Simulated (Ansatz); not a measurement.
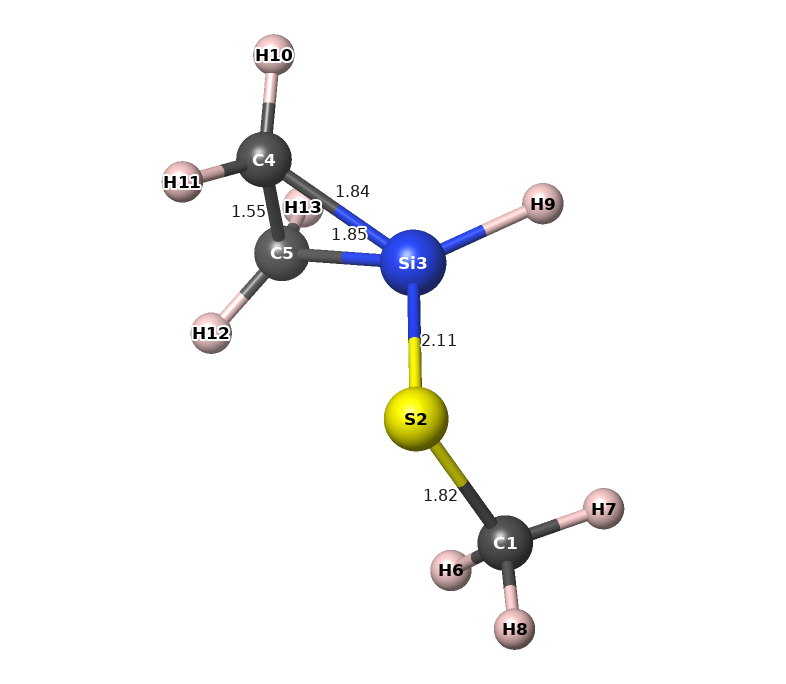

Bond lengths are marked in Å; every bond is drawn as one stick. The computed structure is the end point of a PBE0-D4/def2-TZVP optimisation.

Q: Assign a bond order to each marked bond.

A: C1–S2 single; S2–Si3 single; Si3–C4 single; Si3–C5 single; C4–C5 single.

Q: Write the SMILES.

A: CS[SiH]1CC1
